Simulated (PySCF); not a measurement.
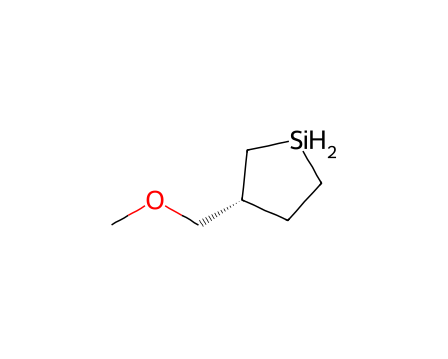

Skeletal drawing of a molecule.

**Give its SMILES.**

COC[C@H]1CC[SiH2]C1

**Give the formula, hydrogens included.**

C6H14OSi.

**An optimisation with PBE0-D3(BJ)/def2-SVP gave a structure of which point group?**

C1.

The parts below concern this one geometry. Atoms keep their numbers from picture to picture. Computed geometry: PBE0-D3(BJ)/def2-SVP optimisation. No frequency run is at hand to confirm it as a minimum.

Shape

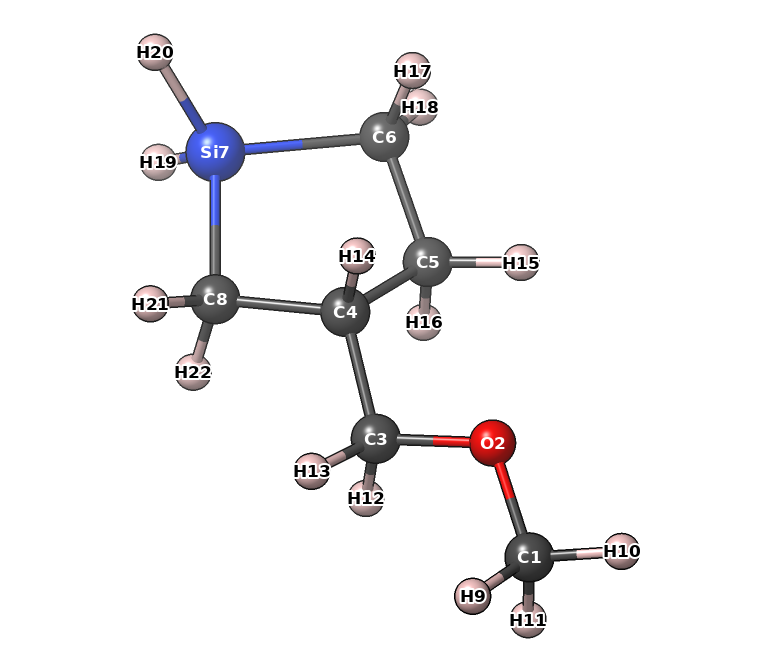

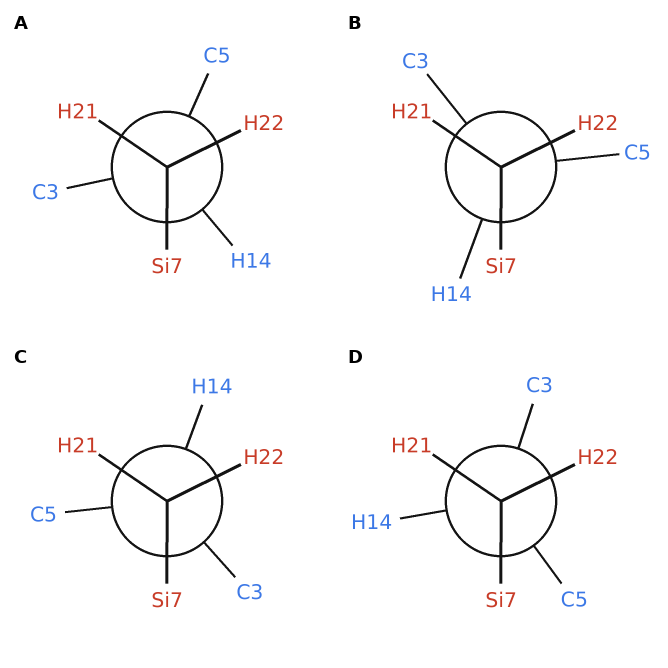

Distant atoms are faded towards the background colour. Bonds that would overlap in a projection are set slightly apart. No frequency run is at hand to confirm it as a minimum.

**Which Newman projection shows the view along C8–C4, with C8 in front?**

D. The torsion angle Si7–C8–C4–C3 is −162°, antiperiplanar (anti).

Excitation

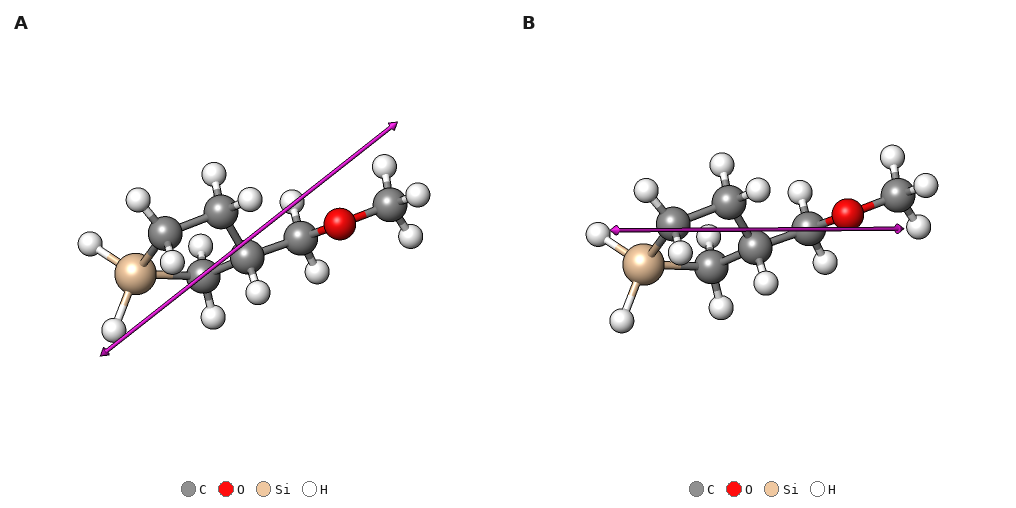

The double arrows show the directions of two transition dipoles from the ground state (lengths mean nothing). No frequency run is at hand to confirm it as a minimum. Method: TDDFT CAM-B3LYP/def2-SVPD, vertical, gas phase, core orbitals frozen in the response (PySCF 2.14.0).

**One belongs to singlet state 3 and one to singlet state 7. Which is which?**

A: state 3, 7.98 eV (155 nm), oscillator strength 0.054, of mixed character, with the largest part HOMO−1 → LUMO+1 (weight 0.29).
B: state 7, 8.24 eV (150 nm), oscillator strength 0.085, of mixed character, with the largest part HOMO−2 → LUMO+1 (weight 0.33).

Quadrupole coupling

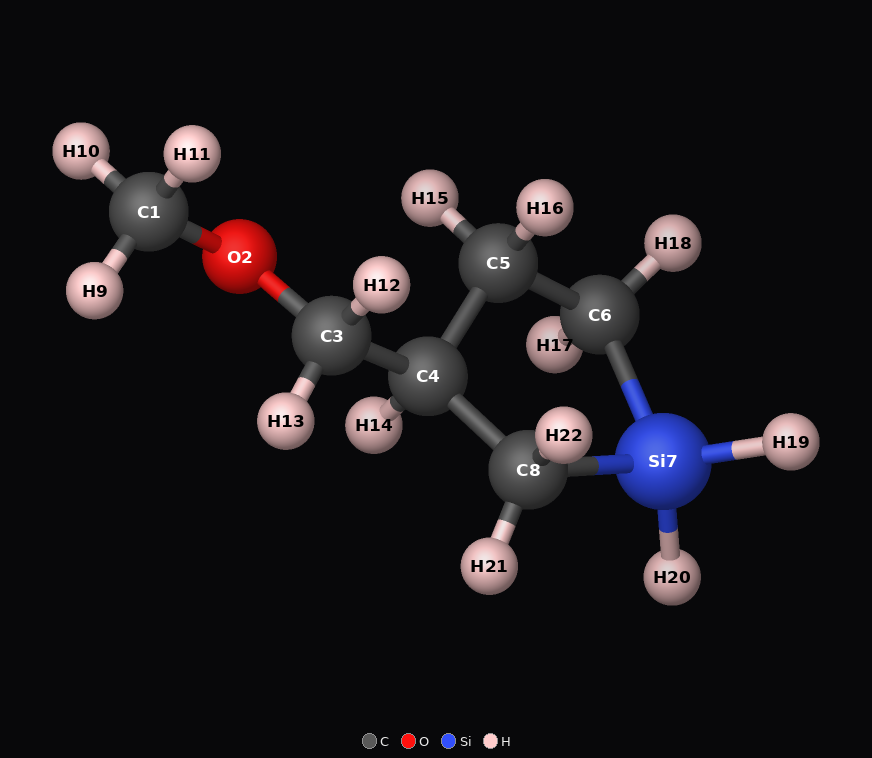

No frequency run is at hand to confirm it as a minimum. Electric field gradients from the ground-state density, PBE0/pcSseg-1 (PySCF 2.14.0), non-relativistic apart from any core potentials.

Give the largest field-gradient component, the quadrupole coupling constant and the asymmetry for 17O at O2 (Q = −25.6 mb), 2H at H9 (Q = 2.86 mb), 2H at H10 (Q = 2.86 mb).

```csv
atom,V_zz (a.u.),e²qQ/h (MHz),η
O2,−2.007,12.07,0.99
H9,0.271,0.182,0.08
H10,0.288,0.194,0.07
```

Core levels

No frequency run is at hand to confirm it as a minimum. Level of theory: delta-SCF UKS SCAN, pcX-2 on the ionised atom, pcseg-1 elsewhere, spin-free X2C (PySCF 2.14.0).

Give the core-electron binding energies (to vacuum; p and d levels without spin–orbit splitting) of C1 1s, O2 1s, C3 1s, C4 1s, C5 1s, C6 1s, Si7 1s, Si7 2p, C8 1s.

```tsv
atom	level	binding energy (eV)
C1	1s	292.1
O2	1s	538.2
C3	1s	291.8
C4	1s	290.4
C5	1s	290.2
C6	1s	289.8
Si7	1s	1845.9
Si7	2p	106.3
C8	1s	289.9
```
